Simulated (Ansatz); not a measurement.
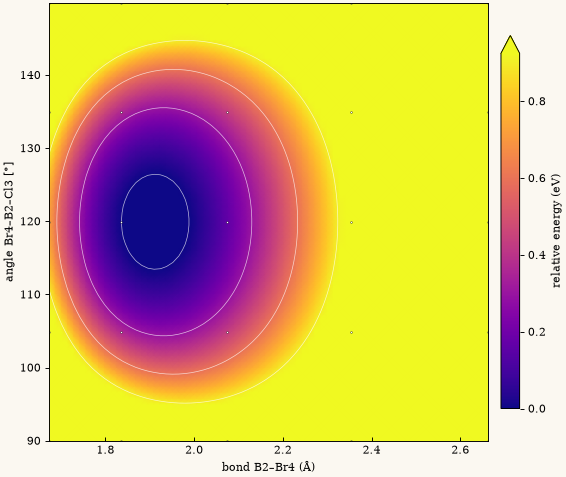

BBrCl2, SMILES ClB(Cl)Br. Two internal coordinates are moved rigidly from the geometry relaxed at PBE0-D4/def2-TZVP, all others fixed. First axis: bond B2–Br4. Second axis: angle Br4–B2–Cl3. The scan uses a 5 × 5 grid. Points are written as (first, second). Energies: eV, counted from the lowest grid point. Computed with RHF-CCSD(T), frozen core/def2-TZVPP in Ansatz.

The picture shows a smooth colour map with a few white contour lines, dots at the grid points, one colour for all values above the top of the scale. Between grid points the surface is interpolated.

### Where is the minimum, and how stiff is the well along each coordinate?

The interpolated minimum is at bond B2–Br4 ≈ 1.909 Å, angle Br4–B2–Cl3 ≈ 120°. The curvatures there are about 21 eV/Å² and 8.4 eV/rad², with a cross term of about 0 eV/(Å·rad). Round the minimum the two coordinates are nearly uncoupled.
